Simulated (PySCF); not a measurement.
Vertical excitations of a molecule C2H9ClOSi2 from TDA-PBE0/def2-SVPD (PySCF), as energy in eV (oscillator strength): 7.53 (0.002), 7.81 (0.016), 7.90 (0.002), 7.99 (0.067), 8.17 (0.004), 8.26 (0.017). Lowest triplet (TDA): 7.19 eV. The structure is a stationary point at ωB97X-D3(BJ)/def2-SVP. One conformer was computed; it need not be the lowest.

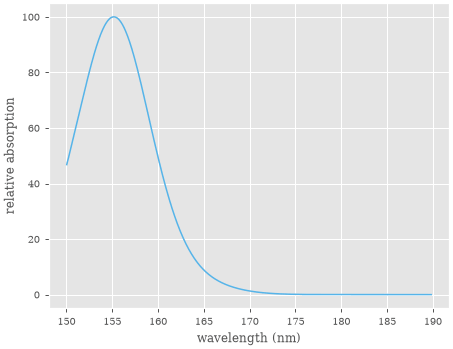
Fig. 1. The lines broadened by 0.4 eV.

Problem. Identify the compound among the candidates.
(A) C[SiH2]C[Si@@H](O)Cl
(B) C[SiH2]O[Si@@H](C)Cl
(C) C[SiH](C)O[SiH2]Cl
(D) CC[Si@@H](Cl)O[SiH3]

Solution. B, C[SiH2]O[Si@@H](C)Cl
